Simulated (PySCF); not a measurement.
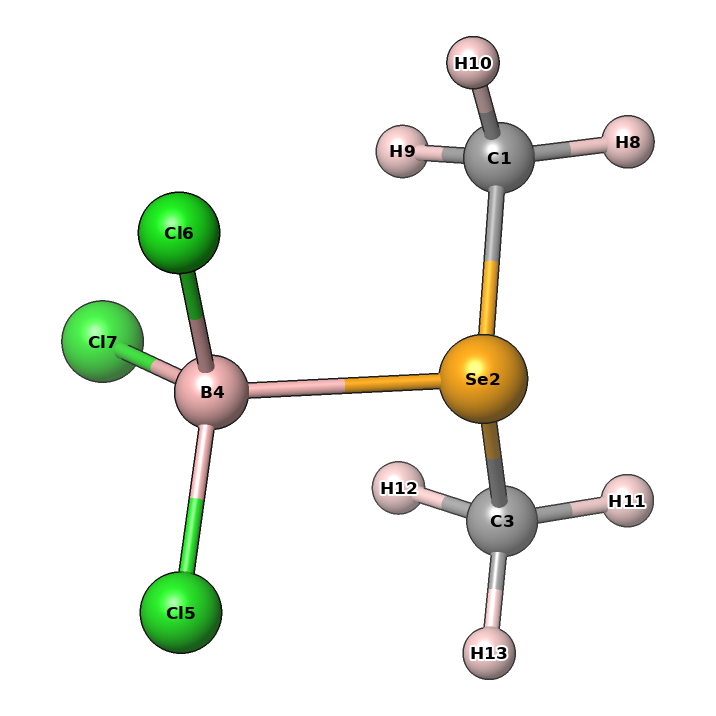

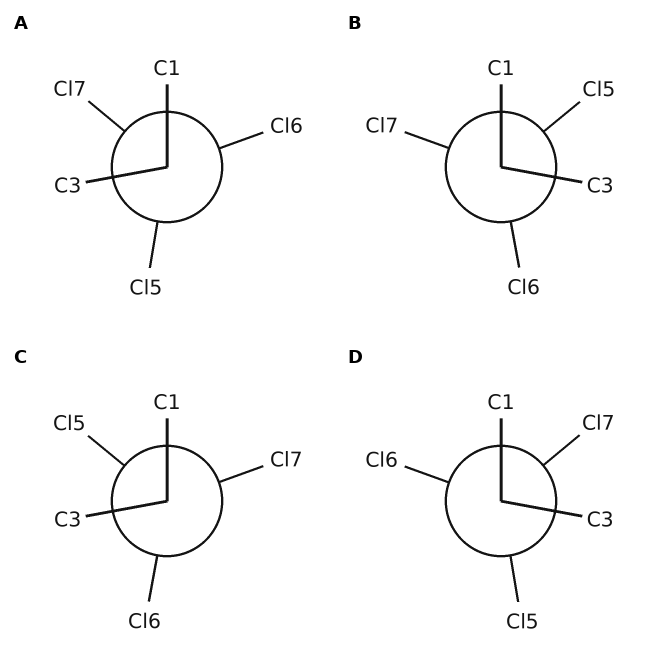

Distant atoms are faded towards the background colour. Bonds that would overlap in a projection are set slightly apart. The computed structure is the end point of a PBE0-D3(BJ)/def2-TZVP optimisation. No frequency run is at hand to confirm it as a minimum.

Which Newman projection shows the view along Se2–B4, with Se2 in front?

Answer. D. The torsion angle C1–Se2–B4–Cl5 is 170°, antiperiplanar (anti).
